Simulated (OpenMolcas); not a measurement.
# How basis sets differ on GeNH4Cl (SMILES [NH2][GeH2][Cl])

GeNH4Cl: 7 atoms, total charge 0, spin state singlet. As SMILES, `[NH2][GeH2][Cl]`. The coordinates come from a PBE0-D4/def2-TZVP relaxation. This is one conformer, not always the lowest.

Quantity: the HOMO–LUMO gap, in eV. The values are calculated.

```csv
level,kind,program,value (eV),CPU time
HF/ANO-R0 (sfX2C),Hartree–Fock,OpenMolcas,14.17,5.1 s
HF/STO-3G,Hartree–Fock,OpenMolcas,17.77,1.5 s
HF/3-21G,Hartree–Fock,OpenMolcas,15.18,1.8 s
HF/ANO-S-VDZP (RICD fitting),Hartree–Fock,OpenMolcas,14.12,5.8 s
HF/cc-pVDZ,Hartree–Fock,OpenMolcas,15.41,5.5 s
```

All-electron rows without a relativistic Hamiltonian named are non-relativistic. The values span 14.12 to 17.77 eV. A Hartree–Fock LUMO above zero doesn't converge with the basis: it sinks as sets grow more diffuse. Orbital gaps aren't excitation energies. CPU times are rough (shared hosts, several kinds of processor and program).

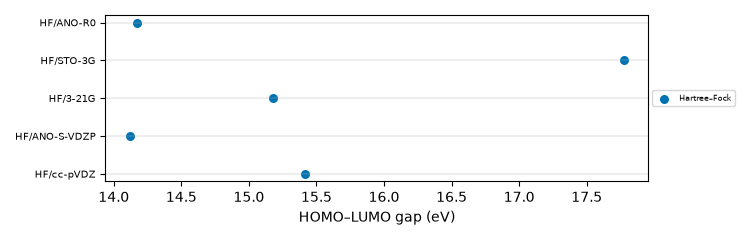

The values of the table, level by level.
